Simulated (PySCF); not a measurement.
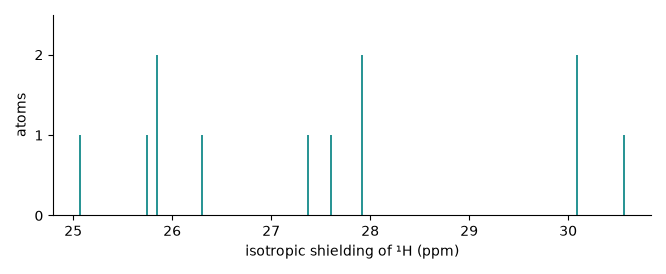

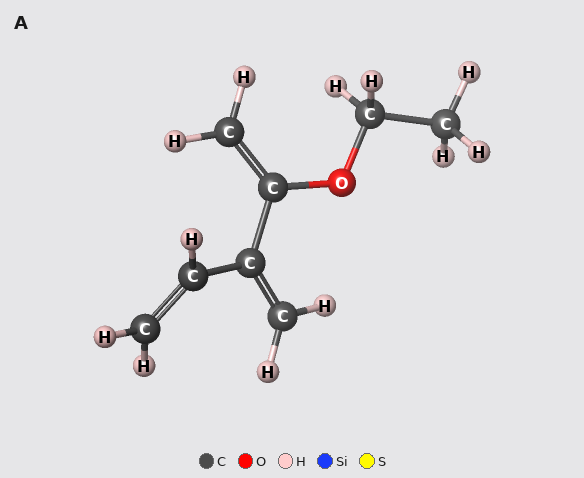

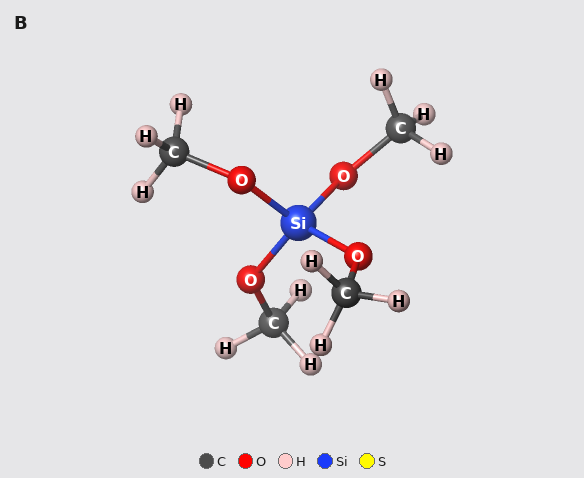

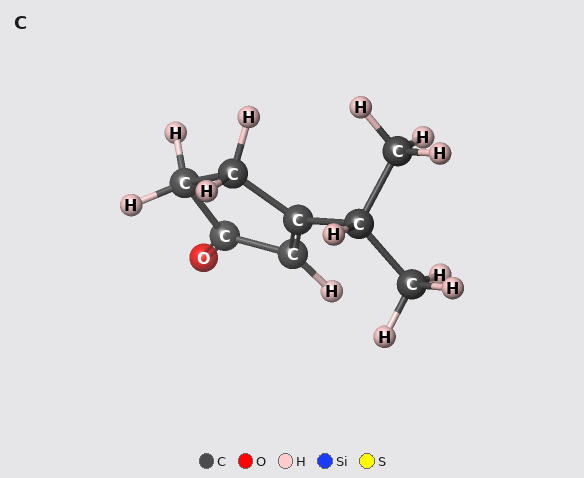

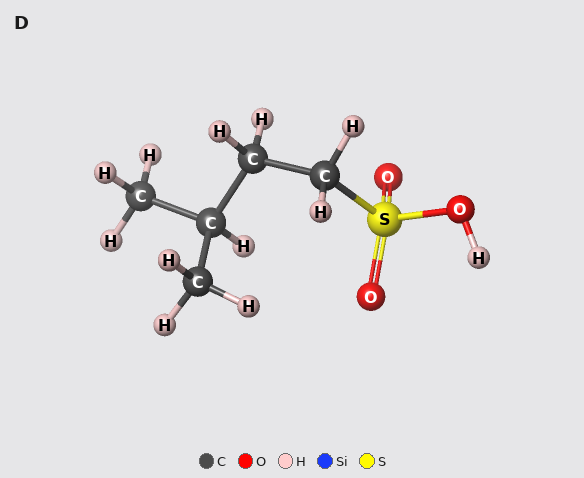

The sticks are computed shieldings of one of the molecules, for one fixed geometry (GFN2-xTB) without averaging over rotations. Low shielding means a high chemical shift. Method: GIAO PBE0/pcSseg-1 NMR shielding, non-relativistic, gas phase (PySCF 2.14.0).

### Which molecule gives this pattern?

A, `C=CC(=C)C(=C)OCC`. Its 12 H atoms give lines at 25.07, 25.75, 25.85 (2 atoms), 26.30, 27.37, 27.60, 27.91 (2 atoms), 30.09 (2 atoms), 30.56 ppm.

The geometry is semi-empirical. Around Si such bond lengths and angles can be off by a tenth of an ångström or more and by several degrees, and values that hang on the shape move with them.
